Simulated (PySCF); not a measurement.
# C₅H₁₃NSi: what the fields show

Input

```
{"job": {"kind": "nmr", "xc": "PBE0", "basis": "pcSseg-1"}, "charge": 0, "multiplicity": 1}
C     -0.508629     2.432600    -0.762796
C     -0.007135     1.541425     0.077254
Si     0.205589    -0.296374    -0.294380
C     -1.210206    -1.319606     0.457202
C     -2.570404    -0.861094    -0.048979
N      1.635438    -0.779813     0.536580
C      2.917706    -0.163986     0.293082
H     -0.632384     3.474845    -0.506764
H     -0.821800     2.158008    -1.757641
H      0.289241     1.880481     1.063999
H      0.217727    -0.486218    -1.761159
H     -1.080558    -2.375802     0.217825
H     -1.190744    -1.242748     1.544685
H     -3.375443    -1.445760     0.394495
H     -2.734434     0.185498     0.197151
H     -2.632008    -0.964627    -1.129846
H      1.735073    -1.754719     0.777150
H      2.763118     0.896618     0.109163
H      3.431913    -0.588561    -0.576264
H      3.562792    -0.279488     1.166206
```

Command:

```sh
OMP_NUM_THREADS=1 python probes_run.py task.json out
```

Geometry: GFN2-xTB.

Theory: PBE0/pcSseg-1, SCF density, gas phase, non-relativistic in PySCF 2.14.0.

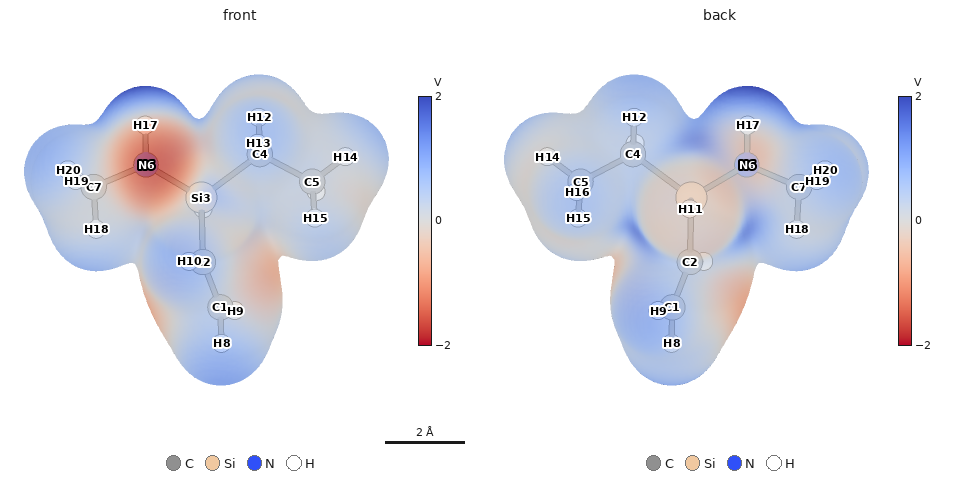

Figure 1. The molecular electrostatic potential painted on the density surface at 0.004 e/bohr³, seen from the front and from behind; the colour scale runs from red (negative) to blue (positive).

Question: Where is the surface potential most negative and most positive?

Answer: The most negative region (about −1.5 V) lies over N6, the most positive (about +1.9 V) over H17. N6 is the likeliest acceptor of a hydrogen bond.

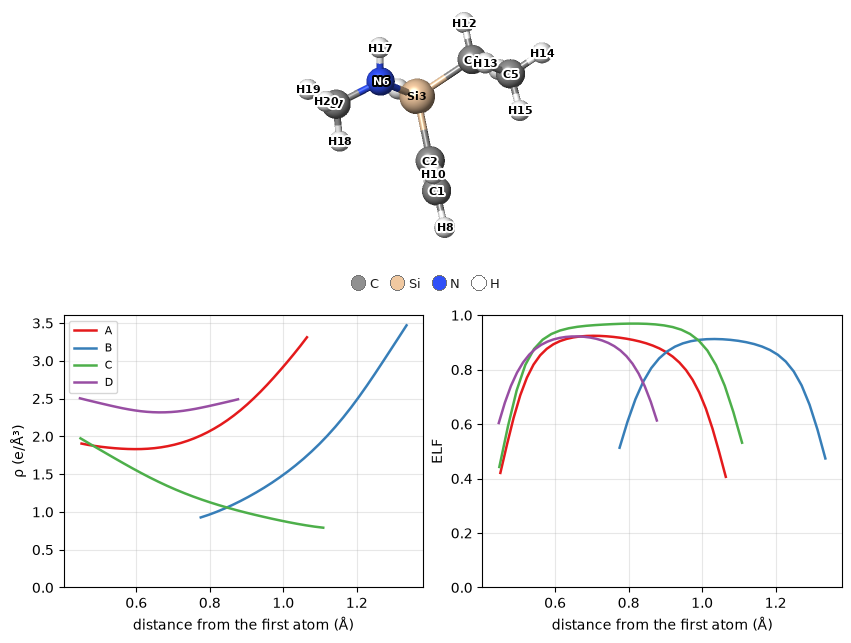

Figure 2. Electron density and electron localisation function along straight lines between neighbouring atoms. The curves leave out the atomic cores. The structure is drawn too.

Question: Which curve belongs to which contact (C–C, C–N, C–Si and Si–N)? The first atom named is at distance zero.

Answer: Curve A: C–N (1.44 Å): the density is about 1.9 e/Å³ at the midpoint; the ELF peaks at about 0.90 between the atoms, as expected for localised, covalent bonding. Curve B: Si–N (1.72 Å): ρ at the midpoint is about 1.1 e/Å³; the ELF peaks at about 0.90 between the atoms; a shared but strongly polarised pair. Curve C: C–Si (1.89 Å): ρ at the midpoint is about 0.94 e/Å³; the ELF peaks at about 0.95 between the atoms (a shared electron pair). Curve D: C–C (1.32 Å): the density is about 2.3 e/Å³ at the midpoint; the ELF peaks at about 0.90 between the atoms: a short, multiple covalent bond.
